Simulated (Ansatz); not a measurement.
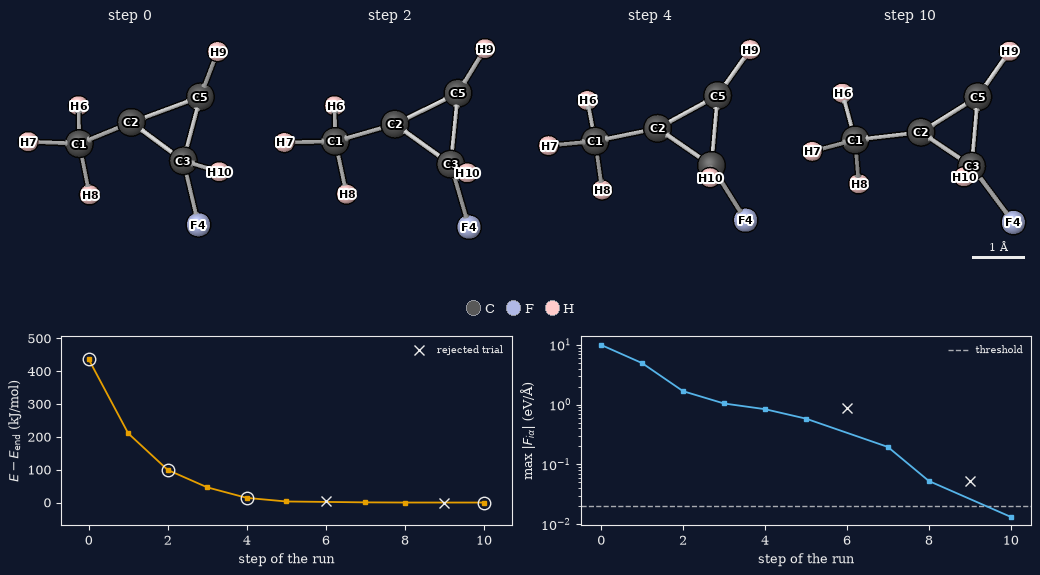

Frames of a relaxation of C4H5F, marked on the history of the run. Style: ball-and-stick. Shown at a tilt.

The run prepares an end point of a later path (hydrogen shift) calculation, from a guessed geometry.

Computed with Ansatz 0.2.0, RKS r2SCAN-D4/6-31G.

Input
```yaml
crystal:
  periodic: [false, false, false]
  atoms:
    - { symbol: C, position_ang: [-1.1955, -0.4819, -0.1264] }
    - { symbol: C, position_ang: [0.0721, -0.3384, 0.5161] }
    - { symbol: C, position_ang: [1.239, -0.5007, -0.0625] }
    - { symbol: F, position_ang: [1.4339, -0.7484, -1.3686] }
    - { symbol: C, position_ang: [0.984, 0.7716, 0.5318] }
    - { symbol: H, position_ang: [-1.8053, 0.5111, -0.0205] }
    - { symbol: H, position_ang: [-1.7989, -1.2395, 0.3257] }
    - { symbol: H, position_ang: [-1.1237, -0.6322, -1.2157] }
    - { symbol: H, position_ang: [1.4712, 1.0091, 1.5308] }
    - { symbol: H, position_ang: [2.28172, -0.789, 0.07062] }
basis:
  gaussian: { orbitals: "6-31G" }
hamiltonian:
  xc: r2scan
  dispersion: d4
relax:
  f_tol: 0.02
  max_steps: 50
```

Launched with:
```bash
ansatz run input.yaml --threads 1 --pin off --max-ram 2048MiB --backend cpu --events-out ev --progress --plain --runs-dir out
```

Describe the path.

Answer. The largest move after the best rigid fit is that of H10, 0.81 Å. By element the largest moves are H 0.81 Å, F 0.68 Å, C 0.40 Å. Some distances before and after: C2–C3 1.313 → 1.484 Å, C2–C5 1.437 → 1.325 Å, C3–F4 1.344 → 1.451 Å, C1–H6 1.170 → 1.095 Å. Bond angles that change, for instance: C2–C5–H9 116.3° → 149.4°, C3–C5–H9 118.4° → 146.8°, F4–C3–H10 86.1° → 107.1°. The energy falls by 436.6 kJ/mol in 8 accepted moves (10 points after the start). Largest force component: 9.9 eV/Å at the start, 0.013 eV/Å at the end. The line search rejected the trial steps at points 6, 9 of the run. Cost: 30 s on 1 thread of Intel(R) Xeon(R) Platinum 8488C (Sapphire Rapids), on a shared host, peak memory 0.16 GiB. From step 0 to 2: H10 moves most (0.38 Å), energy −337.3 kJ/mol. From step 2 to 4: F and H atoms move most (0.36 Å), energy −85.1 kJ/mol. From step 4 to 10: F4 moves most (0.28 Å), energy −14.2 kJ/mol.

```tsv
step	E − E(0), kJ/mol	largest force component, eV/Å	note
0	0.00	9.9280	
1	-225.79	4.9383	
2	-337.29	1.6765	
3	-390.28	1.0444	
4	-422.42	0.8393	
5	-433.34	0.5832	
6	-430.62	0.8807	rejected
7	-436.01	0.1962	
8	-436.54	0.0530	
9	-436.53	0.0532	rejected
10	-436.58	0.0133
```
